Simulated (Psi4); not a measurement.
# MP3/aug-cc-pVTZ run of HS− (hydrosulfide)

What is the energy change on altering one bond length of HS− (hydrosulfide) at MP3/aug-cc-pVTZ? 

Program for the calculation: Psi4 1.11.

**1. Starting point**

The species is HS− (2 atoms), meant as a singlet with charge -1. As SMILES, `[SH-]`. The coordinates come from a PBE0-D4/def2-TZVPD relaxation.

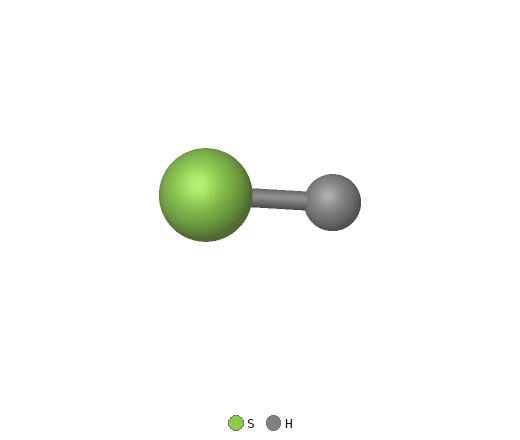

The structure, seen from a chosen angle (sulfur green, hydrogen grey).

**2. The energy at MP3/aug-cc-pVTZ**

File hs.xyz:

```xyz
2
HS
S      0.574700    -0.187900     0.295500
H     -0.574700     0.187900    -0.295500
```

File calc.py:

```python
import psi4

psi4.set_memory('1600 MB')
psi4.set_num_threads(1)
psi4.core.set_output_file('output.dat', False)

with open('hs.xyz') as f:
    atoms = ''.join(f.readlines()[2:])
molecule = psi4.geometry('-1 1\n' + atoms + 'symmetry c1')

psi4.set_options({
    'basis': 'aug-cc-pVTZ',
    'puream': True,
    'e_convergence': 1e-09,
    'd_convergence': 1e-08,
    'scf_type': 'pk',
    'num_frozen_docc': 5,
    'mp_type': 'conv',
})

energy_value = psi4.energy("mp3", molecule=molecule)
print(f'mp3 energy: {energy_value:.10f} Eh')
for k, v in sorted(psi4.core.scalar_variables().items()):
    print(f'{k:45s} {v:18.10f}')
```

Launch:

```bash
python calc.py
```

output.dat:

```text
[...]
  Running in c1 symmetry.
[...]
  Nuclear repulsion =    6.290522543643841
[...]
  Multiplicity = 1
[...]
  Nalpha       = 9
  Nbeta        = 9
[...]
    Number of basis functions: 73
[...]
   @RHF iter   1:  -398.06005863963986   -4.21893e-01   4.66910e-03 ADIIS/DIIS
[...]
   @RHF iter  10:  -398.14531975843613   -2.16005e-12   1.52113e-09 DIIS
[...]
    Orbital Energies [Eh]
    ---------------------
    Doubly Occupied:
       1A    -91.664806     2A     -8.665369     3A     -6.347066
       4A     -6.345281     5A     -6.345281     6A     -0.644576
       7A     -0.253417     8A     -0.094990     9A     -0.094990
[...]
  @RHF Final Energy:  -398.14531975843613
   => Energetics <=
    Nuclear Repulsion Energy =              6.2905225436438412
    One-Electron Energy =                -567.9601314910848942
    Two-Electron Energy =                 163.5242891890049179
    Total Energy =                       -398.1453197584361305
[...]
 Multipole Moments:
 ------------------------------------------------------------------------------------
     Multipole            Electronic (a.u.)      Nuclear  (a.u.)        Total (a.u.)
 ------------------------------------------------------------------------------------
 L = 1.  Multiply by 2.5417464519 to convert [e a0] to [Debye]
 Dipole X            :         -0.0000000            0.0000000           -0.0000000
 Dipole Y            :         -0.0000000           -0.0000000           -0.0000000
 Dipole Z            :          1.0309313           -1.2221584           -0.1912271
 Magnitude           :                                                    0.1912271
[...]
	SCS-MP2 Total Energy (a.u.)        :  -398.34570438972088
	SOS-MP2 Total Energy (a.u.)        :  -398.34589927801517
[...]
	SOS-PI-MP2 Total Energy (a.u.)     :  -398.36132847182893
[...]
	MP2 Total Energy (a.u.)            :  -398.34531461313230
[...]
	SCS-MP3 Total Energy (a.u.)        :  -398.35047476281591
[...]
	MP3 Total Energy (a.u.)            :  -398.36439610551230
[...]
```

Run time: 3.9 s. Hardware: 1 thread of Intel Xeon 6975P-C (Granite Rapids), shared host; peak memory 0.45 GiB.

**3. The distorted shape**

File calc.inp:

```
memory 1.6 GB

molecule {
  -1 1
  S      0.919557    -0.300652     0.472819
  H     -0.574700     0.187900    -0.295500
  units angstrom
  symmetry c1
  no_reorient
  no_com
}

set basis aug-cc-pVTZ
set puream true
set e_convergence 1e-09
set d_convergence 1e-08
set scf_type pk
set num_frozen_docc 5
set mp_type conv

e_tot, wfn = energy("mp3", return_wfn=True)
print_variables()
```

Launch:

```bash
psi4 -n 1 calc.inp calc.out
```

calc.out:

```text
[...]
  Running in c1 symmetry.
[...]
  Nuclear repulsion =    4.838743782838086
[...]
  Multiplicity = 1
[...]
  Nalpha       = 9
  Nbeta        = 9
[...]
    Number of basis functions: 73
[...]
   @RHF iter   1:  -397.98438817888524   -5.32550e-01   5.10243e-03 DIIS/ADIIS
[...]
   @RHF iter  10:  -398.10018588590015   -1.93268e-11   5.96631e-09 DIIS
[...]
    Orbital Energies [Eh]
    ---------------------
    Doubly Occupied:
       1A    -91.698956     2A     -8.694046     3A     -6.375034
       4A     -6.373256     5A     -6.373256     6A     -0.610291
       7A     -0.205144     8A     -0.104916     9A     -0.104916
[...]
  @RHF Final Energy:  -398.10018588590015
   => Energetics <=
    Nuclear Repulsion Energy =              4.8387437828380859
    One-Electron Energy =                -564.7982324222901980
    Two-Electron Energy =                 161.8593027535520434
    Total Energy =                       -398.1001858859001459
[...]
 Multipole Moments:
 ------------------------------------------------------------------------------------
     Multipole            Electronic (a.u.)      Nuclear  (a.u.)        Total (a.u.)
 ------------------------------------------------------------------------------------
 L = 1.  Multiply by 2.5417464519 to convert [e a0] to [Debye]
 Dipole X            :        -28.2193385           26.7173486           -1.5019899
 Dipole Y            :          9.2263997           -8.7353195            0.4910802
 Dipole Z            :        -14.5098557           13.7375606           -0.7722951
 Magnitude           :                                                    1.7588556
[...]
	SCS-MP2 Total Energy (a.u.)        :  -398.30465810818515
	SOS-MP2 Total Energy (a.u.)        :  -398.30558812484526
[...]
	SOS-PI-MP2 Total Energy (a.u.)     :  -398.32138829707179
[...]
	MP2 Total Energy (a.u.)            :  -398.30279807486488
[...]
	SCS-MP3 Total Energy (a.u.)        :  -398.30985514121534
[...]
	MP3 Total Energy (a.u.)            :  -398.32358620698568
[...]
```

Wall time 4.2 s (1 thread of Intel Xeon 6975P-C (Granite Rapids), shared host); peak memory 0.46 GiB.

**4. Outcome**

Level: MP3/aug-cc-pVTZ, 5 core orbitals frozen.

| quantity | value |
| --- | --- |
| first shape: total energy | -398.36440 Eh |
| first shape: HOMO energy (Hartree–Fock orbitals) | -2.58 eV |
| first shape: LUMO energy (Hartree–Fock orbitals) | 4.29 eV |
| first shape: HOMO–LUMO gap (to an unbound level, set by the basis) | 6.87 eV |
| first shape: correlation energy (5 core orbitals frozen) | -219.1 mEh |
| distorted shape: total energy | -398.32359 Eh |
| distorted shape: HOMO energy (Hartree–Fock orbitals) | -2.85 eV |
| distorted shape: LUMO energy (Hartree–Fock orbitals) | 4.33 eV |
| distorted shape: HOMO–LUMO gap (to an unbound level, set by the basis) | 7.18 eV |
| distorted shape: correlation energy (5 core orbitals frozen) | -223.4 mEh |
| energy change with the S1–H2 bond stretched from 1.346 to 1.750 Å | 1.110 eV |

In words: With the S1–H2 bond stretched from 1.346 to 1.750 Å the energy rises by 1.11 eV (26 kcal/mol). The first shape isn't relaxed at this level, so the change isn't measured from a minimum.
